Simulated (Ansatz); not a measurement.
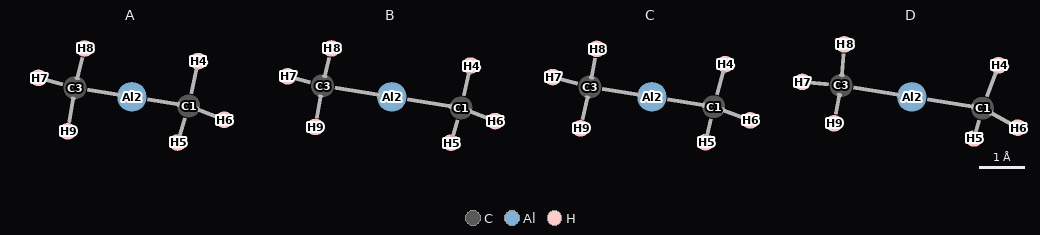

4 geometries from one relaxation of C₂H₆Al (charge +1), in shuffled order. A ball-and-stick model, seen at a tilt.

It is one of the separated reactants of a reaction.

Theory: Ansatz, RKS PBE-D4/def2-SVP. Settings: force threshold 0.03 eV/Å; at most 250 steps.

**Order the frames from highest to lowest energy.**

A, C, B, D. They are steps 0, 1, 2, 5, at +107.2 kcal/mol, +31.7 kcal/mol, +3.71 kcal/mol relative to the last. The largest moves after the best rigid fit, 0.48 Å, are those of H4, H5, H6, H7, H8 and H9. Largest moves by element: H 0.48 Å, C 0.38 Å. Al stays in place. Among the contacts that change: Al2–C3 1.542 → 1.918 Å, C1–H4 1.150 → 1.111 Å. Bond angles that change, for instance: Al2–C1–H4 105.5° → 110.4°, H4–C1–H5 113.1° → 108.6°. The energy falls by 107.2 kcal/mol in 5 geometry steps. The largest force component goes from 9.5 to 0.0023 eV/Å. Cost: 2.6 s on 2 threads of AMD EPYC 9R45 96-Core, on a shared host.
